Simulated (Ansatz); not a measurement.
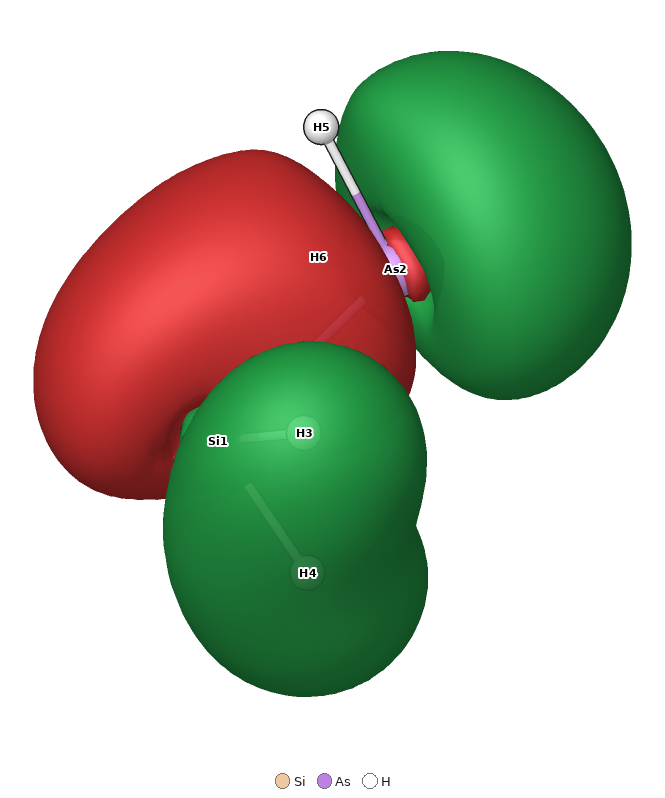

Figure 1: AsH4Si (SMILES [SiH2-][AsH2]) (charge −1). The HOMO−1 at ±0.06 Å⁻³ᐟ² (green and red are the two phases), seen at an oblique angle.

All numbers below come from RKS B3LYP-D4/def2-SVPD in Ansatz 0.2.0.

```yaml
atoms:
  - { symbol: Si, position_ang: [0.0057, -1.2322, 0.4490] }
  - { symbol: As, position_ang: [-0.0363, 1.1268, -0.4067] }
  - { symbol: H, position_ang: [1.0941, -1.5998, -0.5913] }
  - { symbol: H, position_ang: [-1.1424, -1.6218, -0.5165] }
  - { symbol: H, position_ang: [1.1320, 1.6479, 0.4532] }
  - { symbol: H, position_ang: [-1.0531, 1.6791, 0.6123] }
```

Q: What is the character of this orbital?

A: By Hirshfeld shares it lies mainly on As2 (about 45 %), Si1 (about 35 %), H3 (about 5 %) and H4 (about 5 %). Its energy is −2.01 eV.
